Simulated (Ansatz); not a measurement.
Take CaSe in the rock salt structure (space group Fm-3m, No. 225; a = 5.8685 Å) as the base.

Perturbation: a hydrostatic pressure of 0.7 GPa.

Computed with Ansatz (a quantum-chemistry and plane-wave program), PBEsol, PAW, cutoff 420 eV, scalar-relativistic without spin-orbit coupling.

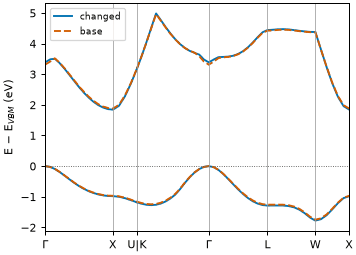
Highest valence and lowest conduction band along the path, each from its own valence-band maximum

### Question
From the figure, how large is the changed gap, and is it direct?

### Answer
About 1.8 eV, indirect, Γ → X.

Load acts through the strain it causes; cell and atoms are relaxed under it. Gaps are read on the SCF mesh and a high-symmetry path. No phonon test of stability was made.
